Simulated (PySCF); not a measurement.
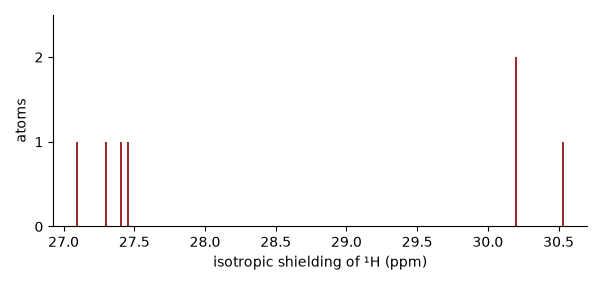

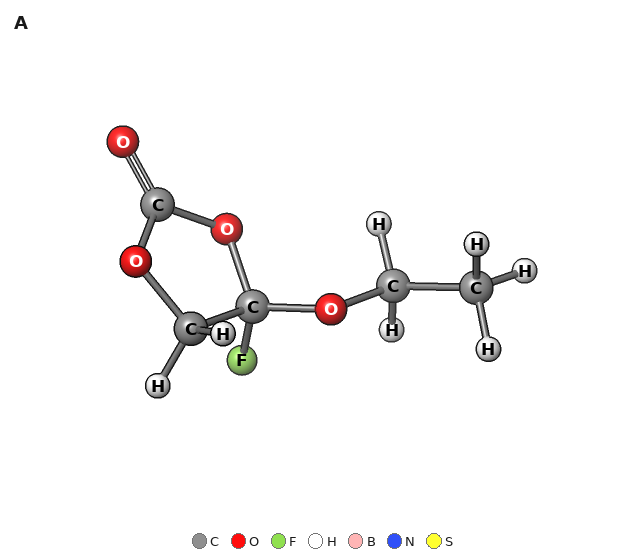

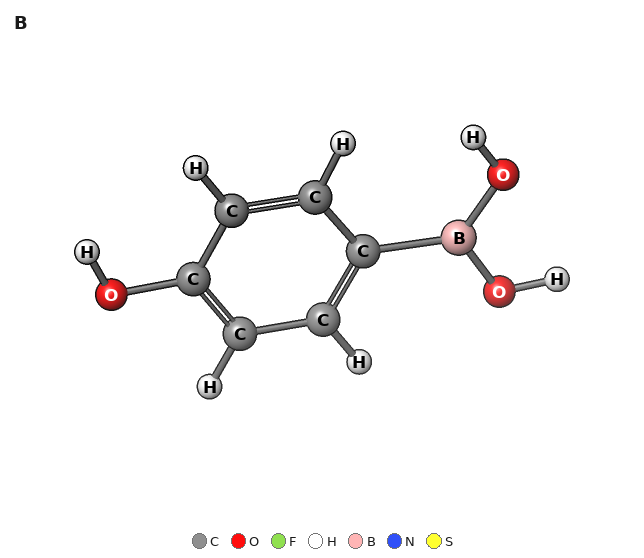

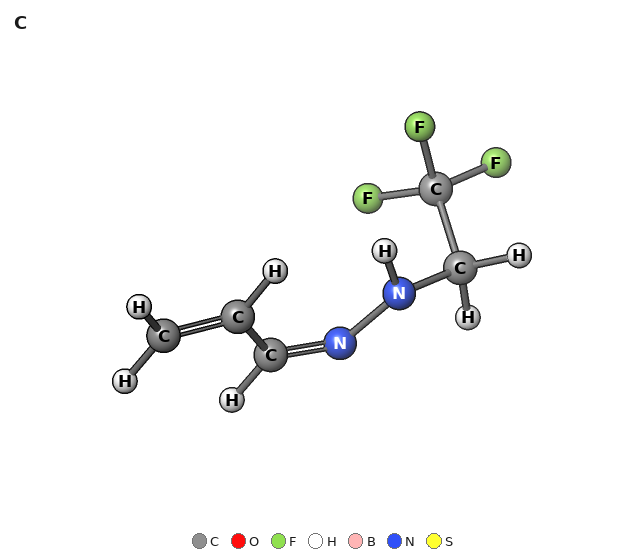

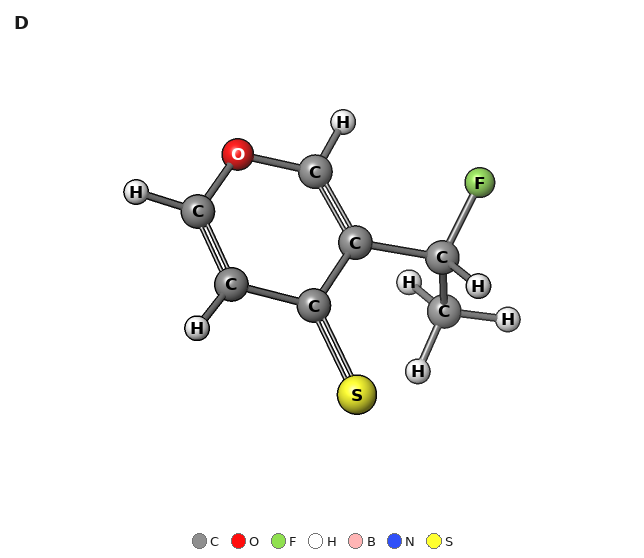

The sticks are computed shieldings of one of the molecules, for one fixed geometry (GFN2-xTB) without averaging over rotations. Low shielding means a high chemical shift. Method: GIAO PBE0/pcSseg-1 NMR shielding, non-relativistic, gas phase (PySCF 2.14.0).

Question: Match the spectrum to a structure.

Answer: A, `CCO[C@@]1(F)COC(=O)O1`. Its 7 H atoms give lines at 27.10, 27.30, 27.41, 27.45, 30.20 (2 atoms), 30.53 ppm.

The geometry is semi-empirical. Around B such bond lengths and angles can be off by a tenth of an ångström or more and by several degrees, and values that hang on the shape move with them.
